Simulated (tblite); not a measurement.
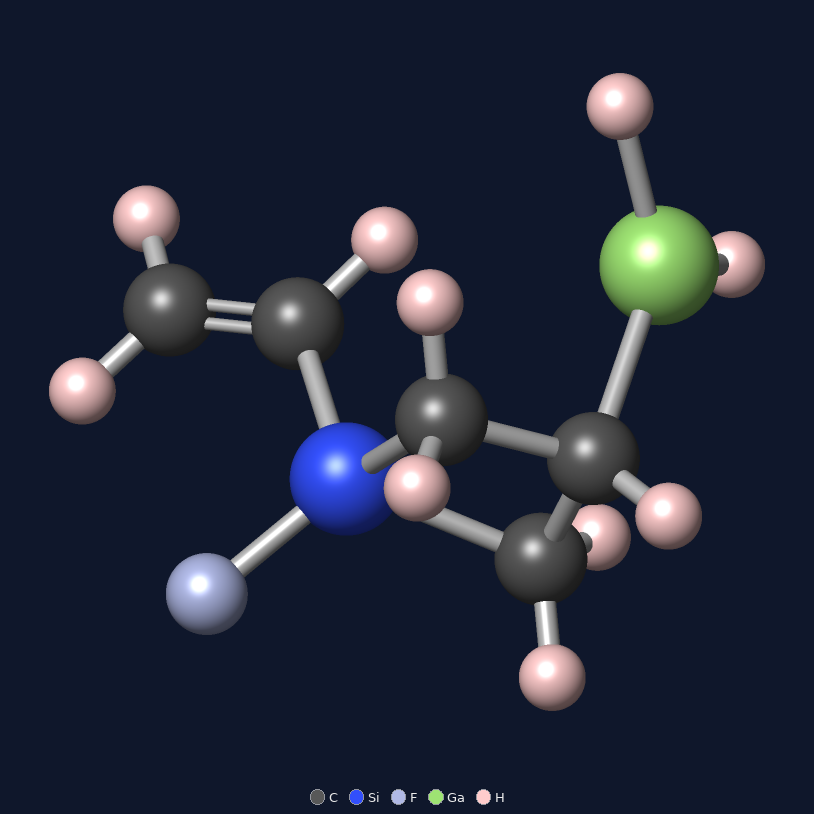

Simulated data, not a measurement (program: tblite).

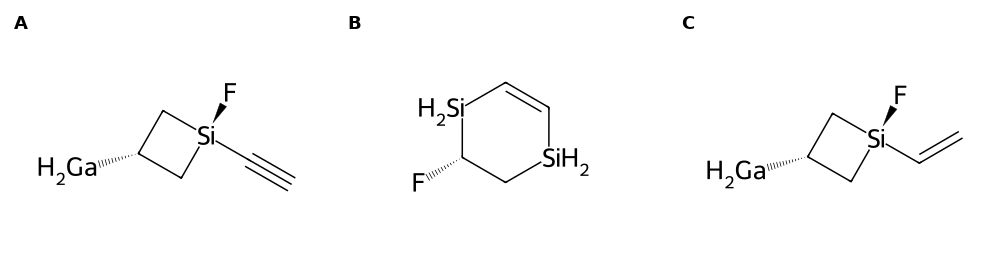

> The first picture shows one of the molecules drawn in the second. Which?

C, `C=C[Si@]1(F)C[C@H]([GaH2])C1`.
